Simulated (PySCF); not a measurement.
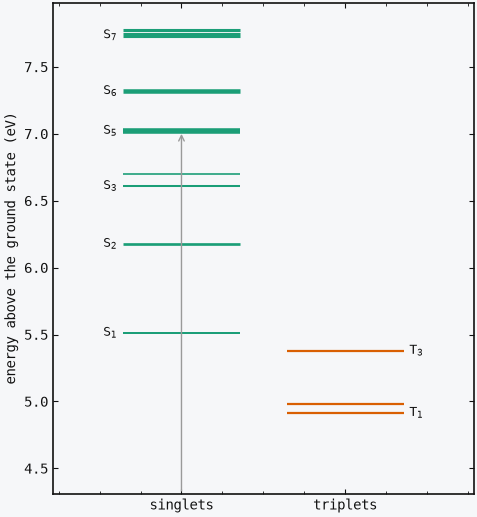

State diagram of C₃H₅P, SMILES C#CPC. Vertical TDDFT excitations, CAM-B3LYP/def2-SVPD, PySCF 2.14.0, at a GFN2-xTB geometry (no frequency check), gas phase. Triplets in the Tamm-Dancoff approximation; only the lowest 8 singlets and 3 triplets were computed. Thicker singlet lines are brighter; the arrow marks the brightest. S0, at zero, lies below the range drawn.

What character does the calculation give T1?

Answer. Mainly HOMO → LUMO (66 %).

How many of the triplet levels drawn lie below S1?

Answer. 3 of 3 (T1 4.91 eV, T2 4.98 eV, T3 5.38 eV; S1 5.51 eV).

What are the energy, strength and character of the state that the arrow marks?

Answer. S5 at 7.02 eV (177 nm), f = 0.111, mixed, the largest part being HOMO → LUMO+4 (18 %).

Caveats: the tight-binding geometry is rougher than a DFT one and adds to the error; core orbitals are frozen in the response.
